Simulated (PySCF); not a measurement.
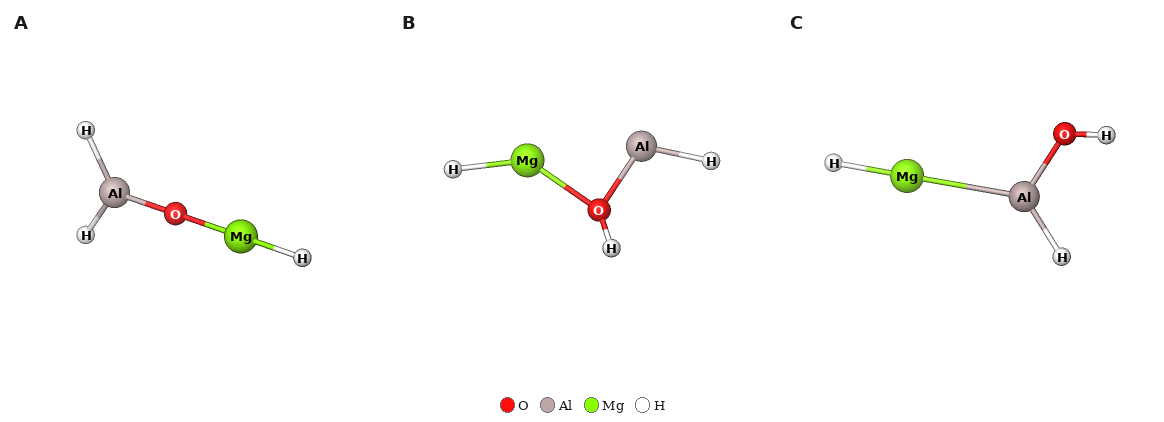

3 stationary structures of one formula. Geometries: PBE0-D4/def2-TZVP. Electronic energies: RHF-CCSD(T) (frozen core)/def2-TZVPP (PySCF 2.14.0), without zero-point energy. No frequency run is at hand to confirm each as a minimum.

Question: Which structure is the most stable?

Answer: A is lowest; B lies 26.3 kcal/mol above it (Cs), C lies 27.6 kcal/mol above it (Cs).
